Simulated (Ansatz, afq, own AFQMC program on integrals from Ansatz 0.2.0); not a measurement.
# SiH3O3 (doublet): quantum Monte Carlo beside coupled cluster as a fragment species, def2-TZVP

Aim: compute SiH3O3 (doublet) with auxiliary-field quantum Monte Carlo on the same integrals as coupled cluster, and set the energies side by side.

Method: def2-TZVP, frozen cores; program: Ansatz 0.2.0, Gaussian basis, and an in-house AFQMC program (afq) on its integrals; all values are calculated.

Plan: PBE (unrestricted); CCSD(T) on UHF; r2SCAN (unrestricted); PBE0 (unrestricted); B3LYP (unrestricted); wB97M-V (unrestricted); B2PLYP (unrestricted); Phaseless AFQMC, CISD trial on UHF.

8 further runs of the same task are left out: 1 that didn't finish, 7 set aside as unsound or not needed.

## Step 1: The geometry

The geometry is a PBE0/def2-SVP stationary point (not a proven minimum).

7 atoms, charge 0, spin multiplicity 2.

Atoms are counted from 1 here; the program's logs count them from 0.

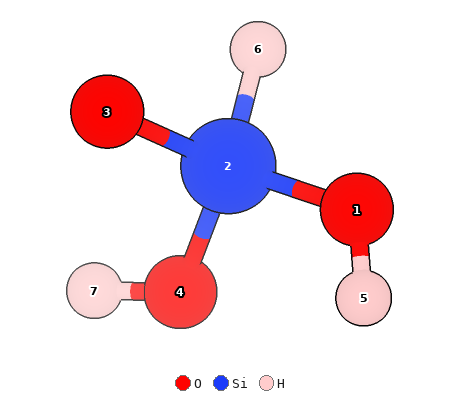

The geometry (oxygen red, silicon blue, hydrogen pink); atoms are numbered from 1 in the order of the file.

## Step 2: PBE (unrestricted)

Input file in.yaml:

```yaml
crystal:
  periodic: [false, false, false]
  atoms:
    - {symbol: O, position_ang: [0.138515, 1.601402, -0.205858]}
    - {symbol: Si, position_ang: [-0.186160, 0.071605, 0.292818]}
    - {symbol: O, position_ang: [1.138171, -0.931464, 0.547033]}
    - {symbol: O, position_ang: [-1.158096, -0.598050, -0.865138]}
    - {symbol: H, position_ang: [0.129394, 1.757776, -1.155231]}
    - {symbol: H, position_ang: [-0.718690, 0.135097, 1.678140]}
    - {symbol: H, position_ang: [-1.237234, -1.556866, -0.860964]}
basis:
  gaussian: {orbitals: def2-TZVP}
magnetization: {spin_polarized: true, initial_magnetization: 1}
hamiltonian: {xc: {name: PBE}}
output: {orbitals: {seedname: orbitals}}
```

The run is started by

```console
$ ansatz run in.yaml --threads 1 --pin off --events-out ev --progress --plain --max-ram 8192MiB --backend cpu
```

What it wrote:

```text
Functional definition: PBE
  name "PBE"
  cite "Perdew, Burke & Ernzerhof, Phys. Rev. Lett. 77, 3865 (1996) doi:10.1103/PhysRevLett.77.3865"
  parent pbe
  parameter kappa = 0.804
  parameter beta = 0.06672455060314922
  exchange = pbe_x(kappa = kappa, mu = beta*pi^2/3)
  correlation = pbe_c(beta = beta)
837 factors; their error is unknown
mean field evaluation 1: about -14048.2719 eV, gradient 6.5e1 eV
mean field evaluation 2: about -13992.3110 eV, gradient 1.3e2 eV
mean field evaluation 4: about -14056.9427 eV, gradient 3.2e1 eV
mean field evaluation 8: about -14061.5957 eV, gradient 3.3e-1 eV
mean field evaluation 16: about -14061.5856 eV, gradient 7.8e-3 eV
mean field evaluation 32: about -14061.5856 eV, gradient 1.0e-5 eV
mean field -14061.58561041 eV, -516.7537398974 hartree, gradient 1.0e-5 eV, S^2 0.752681; 5 other end points of the search recorded, 0 dependent functions left out
reference -14061.58564563 eV, -516.7537411917 hartree; 21, 20 occupied and 127, 128 virtual orbitals, 837 factors
Total energy: -14061.58564563 eV, -516.7537411917 hartree
```

Wall time 9.5 s (1 thread of AMD EPYC 7R13 (Zen 3), shared host); peak memory 3.6 GiB.

From the report: ⟨S²⟩ of the determinant 0.753 (pure doublet: 0.75).

## Step 3: CCSD(T) on UHF

in.yaml, as its differences from that of step 2:

```diff
@@ -13,3 +13,2 @@
 magnetization: {spin_polarized: true, initial_magnetization: 1}
-hamiltonian: {xc: {name: PBE}}
-output: {orbitals: {seedname: orbitals}}
+correlation: {method: ccsd_t, electrons: outside_noble_gas, hamiltonian_folder: ham}
```

The run is started by

```console
$ ansatz run in.yaml --threads 1 --pin off --events-out ev --progress --plain --max-ram 24576MiB --backend cuda --devices 0, --max-vram 18GiB
```

What it wrote, cut to the lines that bear on the results:

```text
Functional definition: HF
  name "HF"
  cite "Fock, Z. Phys. 61, 126 (1930) doi:10.1007/BF01340294"
  parent pbe
[...]
975 factors; integrals over basis functions are off by at most 1.6e-3 eV
[...]
mean field -14027.10542760 eV, -515.4866165509 hartree, gradient 4.8e-6 eV, S^2 0.756892; 6 other end points of the search recorded, 0 dependent functions left out
determinant -14027.10542760 eV, -515.4866165509 hartree, with singles and doubles -14048.83677851 eV, -516.2852289666 hartree
determinant -14026.91792367 eV, -515.4797259085 hartree, with singles and doubles -14048.63062965 eV, -516.2776531358 hartree
determinant -14027.10542760 eV, -515.4866165509 hartree, with singles and doubles -14048.80158944 eV, -516.2839357923 hartree
determinant -14026.91792367 eV, -515.4797259085 hartree, with singles and doubles -14048.58990606 eV, -516.2761565715 hartree
8 core orbitals not correlated: weight in the atoms' cores, before any rotation towards them, 1.000 or more for the frozen orbitals, at most 0.000 for the correlated occupied ones
reference -14027.10542760 eV, -515.4866165509 hartree; 13, 12 occupied and 127, 128 virtual orbitals, 975 factors
second order -20.99561964 eV of doubles, -0.00000000 eV of singles
cycle   1  -21.69616079 eV  change    1.1e-6 eV  update   3.1e-6
perturbative correction -0.71095094 eV, -0.0261269653 hartree
Total energy: -14049.51253934 eV, -516.3100627189 hartree
```

It took 19 s on 1 × NVIDIA H100 80GB HBM3 with 1 thread of AMD EPYC 7R13 (Zen 3), shared host; peak host memory 3.6 GiB.

From the report: ⟨S²⟩ of the determinant 0.757 (pure doublet: 0.75); correlation -22.4071 eV; T1 0.015; largest double amplitude 0.02.

This run also writes the integrals to the folder ham.

## Step 4: r2SCAN (unrestricted)

in.yaml, as its differences from that of step 3:

```diff
@@ -13,2 +13,2 @@
 magnetization: {spin_polarized: true, initial_magnetization: 1}
-correlation: {method: ccsd_t, electrons: outside_noble_gas, hamiltonian_folder: ham}
+hamiltonian: {xc: {name: r2SCAN}}
```

The run is started by

```console
$ ansatz run in.yaml --threads 1 --pin off --events-out ev --progress --plain --max-ram 8192MiB --backend cpu
```

What it wrote, cut to the lines that bear on the results:

```text
Functional definition: r2SCAN
  name "r2SCAN"
  cite "Furness, Kaplan, Ning, Perdew & Sun, J. Phys. Chem. Lett. 11, 8208 (2020) doi:10.1021/acs.jpclett.0c02405"
  cite "Furness, Kaplan, Ning, Perdew & Sun, J. Phys. Chem. Lett. 11, 9248 (2020) doi:10.1021/acs.jpclett.0c03077"
  parent r2scan
[...]
837 factors; their error is unknown
[...]
mean field -14068.65279541 eV, -517.0134541560 hartree, gradient 7.5e-6 eV, S^2 0.754594; 3 other end points of the search recorded, 0 dependent functions left out
reference -14068.65280630 eV, -517.0134545560 hartree; 21, 20 occupied and 127, 128 virtual orbitals, 837 factors
Total energy: -14068.65280630 eV, -517.0134545560 hartree
```

It took 22 s on 1 thread of AMD EPYC 7R13 (Zen 3), shared host; peak memory 3.6 GiB.

From the report: ⟨S²⟩ of the determinant 0.755 (pure doublet: 0.75).

## Step 5: PBE0 (unrestricted)

in.yaml, as its differences from that of step 4:

```diff
@@ -13,2 +13,3 @@
 magnetization: {spin_polarized: true, initial_magnetization: 1}
-hamiltonian: {xc: {name: r2SCAN}}
+hamiltonian: {xc: {name: PBE0}}
+output: {orbitals: {seedname: orbitals}}
```

Launched as before.

What it wrote:

```text
Functional definition: PBE0
  name "PBE0"
  cite "Adamo & Barone, J. Chem. Phys. 110, 6158 (1999) doi:10.1063/1.478522"
  cite "Perdew, Burke & Ernzerhof, Phys. Rev. Lett. 77, 3865 (1996) doi:10.1103/PhysRevLett.77.3865"
  parent pbe
  parameter a = 0.25
  parameter kappa = 0.804
  parameter beta = 0.06672455060314922
  exchange = (1 - a)*pbe_x(kappa = kappa, mu = beta*pi^2/3) + a*exact_x
  correlation = pbe_c(beta = beta)
853 factors; their error is unknown
mean field evaluation 1: about -14051.7962 eV, gradient 5.5e1 eV
mean field evaluation 2: about -14035.9933 eV, gradient 8.6e1 eV
mean field evaluation 4: about -14062.1776 eV, gradient 4.6e0 eV
mean field evaluation 8: about -14062.2843 eV, gradient 2.2e-1 eV
mean field evaluation 16: about -14062.3329 eV, gradient 2.5e-2 eV
mean field evaluation 32: about -14062.3332 eV, gradient 7.2e-5 eV
mean field -14062.33318529 eV, -516.7812127677 hartree, gradient 9.5e-6 eV, S^2 0.753559; 2 other end points of the search recorded, 0 dependent functions left out
reference -14062.33321078 eV, -516.7812137044 hartree; 21, 20 occupied and 127, 128 virtual orbitals, 853 factors
Total energy: -14062.33321078 eV, -516.7812137044 hartree
```

Wall time 12 s (1 thread of AMD EPYC 7R13 (Zen 3), shared host); peak memory 3.6 GiB.

From the report: ⟨S²⟩ of the determinant 0.754 (pure doublet: 0.75).

## Step 6: B3LYP (unrestricted)

in.yaml, as its differences from that of step 5:

```diff
@@ -13,3 +13,2 @@
 magnetization: {spin_polarized: true, initial_magnetization: 1}
-hamiltonian: {xc: {name: PBE0}}
-output: {orbitals: {seedname: orbitals}}
+hamiltonian: {xc: {name: B3LYP}}
```

The command is unchanged.

What it wrote, cut to the lines that bear on the results:

```text
Functional definition: B3LYP
  name "B3LYP"
  cite "Stephens, Devlin, Chabalowski & Frisch, J. Phys. Chem. 98, 11623 (1994) doi:10.1021/j100096a001"
  cite "Becke, Phys. Rev. A 38, 3098 (1988) doi:10.1103/PhysRevA.38.3098"
  cite "Lee, Yang & Parr, Phys. Rev. B 37, 785 (1988) doi:10.1103/PhysRevB.37.785"
  cite "Vosko, Wilk & Nusair, Can. J. Phys. 58, 1200 (1980) doi:10.1139/p80-159"
[...]
846 factors; their error is unknown
[...]
mean field -14072.85075886 eV, -517.1677264673 hartree, gradient 8.7e-6 eV, S^2 0.753285; 2 other end points of the search recorded, 0 dependent functions left out
reference -14072.85098162 eV, -517.1677346534 hartree; 21, 20 occupied and 127, 128 virtual orbitals, 846 factors
Total energy: -14072.85098162 eV, -517.1677346534 hartree
```

Run time: 13 s. Hardware: 1 thread of AMD EPYC 7R13 (Zen 3), shared host; peak memory 4 GiB.

From the report: ⟨S²⟩ of the determinant 0.753 (pure doublet: 0.75).

## Step 7: wB97M-V (unrestricted)

in.yaml, as its differences from that of step 6:

```diff
@@ -13,2 +13,3 @@
 magnetization: {spin_polarized: true, initial_magnetization: 1}
-hamiltonian: {xc: {name: B3LYP}}
+hamiltonian: {xc: {name: wB97M-V}}
+output: {orbitals: {seedname: orbitals}}
```

Same command.

What it wrote, cut to the lines that bear on the results:

```text
Functional definition: wB97M-V
  name "wB97M-V"
  cite "Mardirossian & Head-Gordon, J. Chem. Phys. 144, 214110 (2016) doi:10.1063/1.4952647"
  cite "Becke, J. Chem. Phys. 107, 8554 (1997) doi:10.1063/1.475007"
  cite "Vydrov & Van Voorhis, J. Chem. Phys. 133, 244103 (2010) doi:10.1063/1.3521275"
  # Of w^i u^j: cxij and so on, Table III.
[...]
  gx(w, u) = 1 - cx + cx01*u + cx10*w
  gss(w, u) = css00 + css04*u^4 + css10*w + css20*w^2 + css43*w^4*u^3
  gos(w, u) = cos00 + cos10*w + (cos20 + cos21*u)*w^2 + (cos60 + cos61*u)*w^6
[...]
      + integral(e_c_pw_mod_opposite_spin*gos(b97_w_opposite, b97_u_opposite)) + vv10(b, c)
837 factors; their error is unknown
196 factors; integrals over basis functions are off by at most 8.4e-6 eV
[...]
mean field -14069.97136488 eV, -517.0619106902 hartree, gradient 7.7e-6 eV, S^2 0.753233; 2 other end points of the search recorded, 0 dependent functions left out
reference -14069.97140432 eV, -517.0619121398 hartree; 21, 20 occupied and 127, 128 virtual orbitals, 837 factors
Total energy: -14069.97140432 eV, -517.0619121398 hartree
```

Wall time 45 s (1 thread of AMD EPYC 7R13 (Zen 3), shared host); peak memory 4 GiB.

From the report: ⟨S²⟩ of the determinant 0.753 (pure doublet: 0.75).

## Step 8: B2PLYP (unrestricted)

in.yaml, as its differences from that of step 7:

```diff
@@ -13,3 +13,3 @@
 magnetization: {spin_polarized: true, initial_magnetization: 1}
-hamiltonian: {xc: {name: wB97M-V}}
-output: {orbitals: {seedname: orbitals}}
+hamiltonian: {xc: {name: B2PLYP}}
+correlation: {electrons: outside_noble_gas}
```

Launched as before.

What it wrote, cut to the lines that bear on the results:

```text
Functional definition: B2PLYP
  name "B2PLYP"
  cite "Grimme, J. Chem. Phys. 124, 034108 (2006) doi:10.1063/1.2148954"
  cite "Becke, Phys. Rev. A 38, 3098 (1988) doi:10.1103/PhysRevA.38.3098"
  cite "Lee, Yang & Parr, Phys. Rev. B 37, 785 (1988) doi:10.1103/PhysRevB.37.785"
[...]
975 factors; integrals over basis functions are off by at most 1.6e-3 eV
[...]
mean field -14058.24713536 eV, -516.6310532022 hartree, gradient 8.4e-6 eV, S^2 0.754448; 2 other end points of the search recorded, 0 dependent functions left out
8 core orbitals not correlated: weight in the atoms' cores, before any rotation towards them, 1.000 or more for the frozen orbitals, at most 0.000 for the correlated occupied ones
reference -14058.24727490 eV, -516.6310583304 hartree; 13, 12 occupied and 127, 128 virtual orbitals, 975 factors
second order -25.27824861 eV of doubles, -0.00000000 eV of singles
Total energy: -14065.07240203 eV, -516.8818771259 hartree
```

Run time: 18 s. Hardware: 1 thread of AMD EPYC 7R13 (Zen 3), shared host; peak memory 4 GiB.

From the report: ⟨S²⟩ of the determinant 0.754 (pure doublet: 0.75).

## Step 9: Phaseless AFQMC, CISD trial on UHF

It reads the integrals that the CCSD(T) run on this determinant wrote.

The run is started by

```console
$ afq ham --method phaseless --trial cisd --walkers 400 --populations 10 --least-time 60 --time-step 0.005 --steps-per-block 50 --equilibration-blocks 28 --max-blocks 4000 --target-error 0.0003 --factor-cut 1e-05 --start spin_pure --seed 873 --release-times 0.21,0.42,0.63,0.9 --release-step 0.03 --release-every 5 --taylor-order 6
```

What it wrote:

```text
orbitals 140  electrons 13 12  factors 973 of 975
reference energy -515.48661655 Eh
CCSD correlation -0.79731961 Eh in 23 cycles, weight of the determinant in the CISD state 0.8168
energy of the start -516.283449 Eh
 block  time / (1/Eh)  mean weight  energy / Eh
     1     0.250  0.9992  -516.267931
     2     0.500  0.9989  -516.278550
     3     0.750  0.9974  -516.292779
     4     1.000  0.9993  -516.303453
     5     1.250  0.9986  -516.306997
     6     1.500  0.9972  -516.315473
     7     1.750  0.9952  -516.309011
     8     2.000  0.9984  -516.306025
     9     2.250  1.0004  -516.302319
    10     2.500  1.0017  -516.303871
    13     3.250  0.9992  -516.309159
    17     4.250  1.0002  -516.314417
    21     5.250  0.9998  -516.310173
    25     6.250  0.9999  -516.312357
    29     7.250  1.0003  -516.314101
    33     8.250  1.0012  -516.302333
    37     9.250  0.9988  -516.316159
    41    10.250  0.9994  -516.297452
    45    11.250  1.0027  -516.318657
    49    12.250  1.0014  -516.314889
    53    13.250  0.9995  -516.315000
    57    14.250  1.0010  -516.309971
    61    15.250  0.9978  -516.321323
    65    16.250  1.0000  -516.313846
    69    17.250  0.9986  -516.312643
    73    18.250  0.9951  -516.311877
    77    19.250  0.9987  -516.312774
    81    20.250  0.9992  -516.311036
    85    21.250  1.0011  -516.310384
    89    22.250  0.9991  -516.308953
    93    23.250  1.0002  -516.316019
    97    24.250  0.9983  -516.321740
   101    25.250  1.0004  -516.312257
   105    26.250  1.0022  -516.302028
   109    27.250  1.0010  -516.319585
   113    28.250  0.9968  -516.314111
   117    29.250  1.0008  -516.317653
   121    30.250  0.9986  -516.309318
   125    31.250  1.0002  -516.314748
   129    32.250  0.9978  -516.304270
   133    33.250  0.9993  -516.314000
   137    34.250  0.9980  -516.304584
   141    35.250  0.9997  -516.304043
   145    36.250  0.9980  -516.309703
   149    37.250  1.0001  -516.311451
   153    38.250  0.9987  -516.306392
   157    39.250  0.9988  -516.305032
   161    40.250  1.0010  -516.307111
   165    41.250  0.9999  -516.308754
   169    42.250  1.0015  -516.312757
error from the spread of 10 populations
released: time / (1/Eh)  energy / Eh  error  mean overlap
  0.21  -516.312118  0.000420  0.9878
  0.42  -516.312302  0.001262  0.9781
  0.63  -516.313565  0.001596  0.9610
  0.90  -516.311749  0.001394  0.9625
energy -516.311767 +/- 0.000492 Eh
```

It took 6 min on 1 × NVIDIA H100 80GB HBM3 with 2 threads of AMD EPYC 7R13 (Zen 3), shared host; peak host memory 4 GiB.

Energy -14049.5589 ± 0.0134 eV. Caveats: constraint bias not in the error; error above the target.

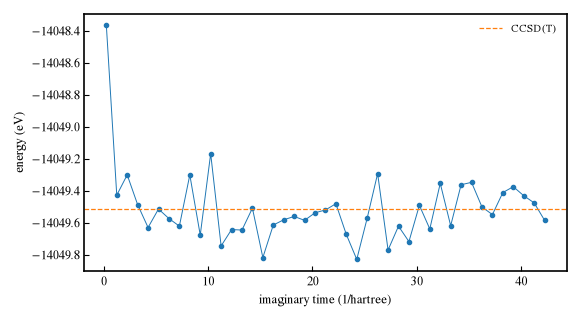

Block energies along the walk.

## Step 10: All levels side by side

On the UHF determinant, counted from CCSD(T) (a yardstick, not exact):

```tsv
level	energy (eV)	from CCSD(T) (meV)	statistical error (meV)	time
HF	-14027.1054	+22407.1		
MP2	-14048.1010	+1411.5		
CCSD	-14048.8016	+711.0		
CCSD(T)	-14049.5125	0.0		
Phaseless AFQMC, CISD trial, step 0.005, 400 walkers	-14049.5589	-46.4	13.4	6 min
```

The functionals' totals stand on their own zeros and serve differences with other points: PBE -14061.586 eV; r2SCAN -14068.653 eV; PBE0 -14062.333 eV; B3LYP -14072.851 eV; wB97M-V -14069.971 eV; B2PLYP -14065.072 eV.

## Step 11: Outcome

| quantity | value |
| --- | --- |
| Phaseless AFQMC, CISD trial on UHF from CCSD(T) | -46.4 ± 13.4 meV |

What this shows: On UHF the phaseless walk with the CISD trial lies -46.4 meV from CCSD(T), 3 times its error bar. Error bars are statistical and leave out the constraint, the time step and what remains of the start.
